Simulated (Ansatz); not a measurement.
# GeH$_{3}$F: frequency calculation

GeH$_{3}$F, computed with RKS B3LYP-D4/def2-SVP (Ansatz 0.2.0).

It belongs to a series of runs on one base structure; here: vibrations at the highest image of the band. Figures and captions count atoms from 1; the log counts them from 0 in places.

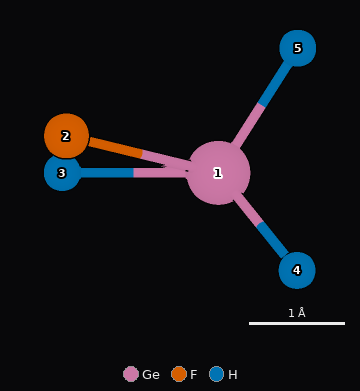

The structure (ball-and-stick view, seen at a tilt; atoms are numbered from 1 in the order of the input). Sticks mark near contacts. Bond lengths as drawn: F–Ge 2.04 Å and Ge–H 1.56 to 1.64 Å.

The input
```yaml
crystal:
  periodic: [false, false, false]
  atoms:
    - { symbol: Ge, position_ang: [0.198831, 0.0, -0.354615] }
    - { symbol: F, position_ang: [0.994051, 0.0, 1.524237] }
    - { symbol: H, position_ang: [1.644735, 0.0, 0.428449] }
    - { symbol: H, position_ang: [-0.760808, 1.227752, -0.333486] }
    - { symbol: H, position_ang: [-0.760808, -1.227752, -0.333486] }
basis:
  gaussian: { orbitals: def2-SVP }
hamiltonian:
  xc: b3lyp
  dispersion: d4
phonons: {}
```

Machine: 1 thread of AMD EPYC (Zen 3), 144 GiB of memory available, shared host.

Run as:
```bash
ansatz run input.yaml --threads 1 --pin off --max-ram 2048MiB --backend cpu --events-out ev --progress --plain --runs-dir out
```

What the program printed
```
Engine: ansatz 0.2.0, x86_64-unknown-linux-gnu
Functional definition: B3LYP
  parameter a0 = 0.2
  parameter ax = 0.72
  parameter ac = 0.81
  exchange = (1 - a0 - ax)*slater_x + ax*b88_x + a0*exact_x
  correlation = (1 - ac)*vwn_rpa_c + ac*lyp_c
651 factors; integrals over basis functions are off by at most 3.8e-4 eV
mean field evaluation 1: about -59271.7647 eV, gradient 3.6e1 eV
mean field evaluation 2: about -59256.4263 eV, gradient 9.9e1 eV
mean field evaluation 4: about -59273.8660 eV, gradient 4.0e0 eV
mean field evaluation 8: about -59273.8938 eV, gradient 1.2e-2 eV
mean field -59273.89378659 eV, -2178.2754193688 hartree, gradient 4.6e-5 eV, S^2 0.000000; 0 other end points of the search recorded, 0 dependent functions left out
the calculation of the forces begins
reference -59273.89398003 eV, -2178.2754264778 hartree; 22, 22 occupied and 39, 39 virtual orbitals, 651 factors
these checks for a lower state are left out or cut short: stability, starts, cluster_reference, orbital_swaps, neighbouring_geometries, increment
651 factors; integrals over basis functions are off by at most 3.7e-4 eV
mean field evaluation 16: about -59273.8893 eV, gradient 1.5e-1 eV
mean field -59273.89370895 eV, -2178.2754165158 hartree, gradient 2.6e-6 eV, S^2 0.000000; 0 other end points of the search recorded, 0 dependent functions left out
[... from here on the field's lines of each further geometry are left out, up to the last ...]
the calculation of the forces begins
reference -59273.89397123 eV, -2178.2754261545 hartree; 22, 22 occupied and 39, 39 virtual orbitals, 651 factors
these checks for a lower state are left out or cut short: stability, starts, cluster_reference, orbital_swaps, neighbouring_geometries, increment
651 factors; integrals over basis functions are off by at most 3.8e-4 eV
mean field evaluation 128: about -59273.8938 eV, gradient 2.5e-6 eV
mean field -59273.89378799 eV, -2178.2754194202 hartree, gradient 2.5e-6 eV, S^2 0.000000; 0 other end points of the search recorded, 0 dependent functions left out
the calculation of the forces begins
reference -59273.89398144 eV, -2178.2754265295 hartree; 22, 22 occupied and 39, 39 virtual orbitals, 651 factors
WARN: phonons: modes at or below zero, which the zero-point energy, F, S and C_V leave out: 1, the lowest at -1294.40 cm⁻¹. A minimum has none, and a first-order saddle one
Total energy: -59273.97057058 eV, -2178.2782411286 hartree
Atom 0 at     0.198831     0.000000    -0.354615 Å, force    -0.007045     0.000000    -0.007747 eV/Å
Atom 1 at     0.994051     0.000000     1.524237 Å, force     0.007278    -0.000000     0.009347 eV/Å
Atom 2 at     1.644735     0.000000     0.428449 Å, force    -0.007610    -0.000000    -0.000456 eV/Å
Atom 3 at    -0.760808     1.227752    -0.333486 Å, force     0.003689    -0.003609    -0.000572 eV/Å
Atom 4 at    -0.760808    -1.227752    -0.333486 Å, force     0.003689     0.003609    -0.000572 eV/Å
Dipole moment:    -0.054550     0.000000    -0.349320 e Å
Vibrations: -1294.40 433.30 525.09 710.16 710.99 938.06 1847.39 2052.70 2070.59 cm⁻¹, zero-point energy 0.575800 eV
```

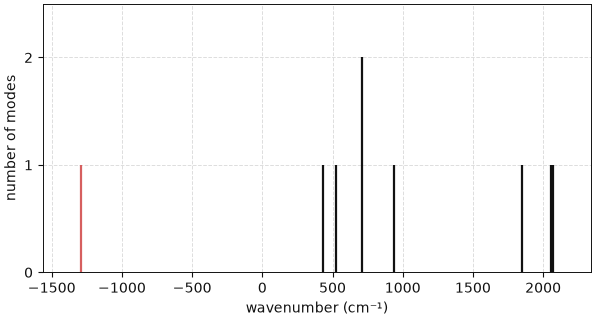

Harmonic vibrational wavenumbers from the force constants; neighbouring modes closer than 15 cm⁻¹ are counted in one stick, and imaginary ones are drawn at negative wavenumbers. 9 modes from 1294i to 2071 cm⁻¹, 1 imaginary beyond 8i (1294i cm⁻¹): a first-order saddle point, if the geometry is stationary.

Results in brief

```csv
quantity,value
outcome,converged
total energy,−59273.9706 eV
mean-field energy,−59273.8940 eV
largest force (length of the vector),0.012 eV/Å
wall time,23 s
peak memory,0.13 GiB
```
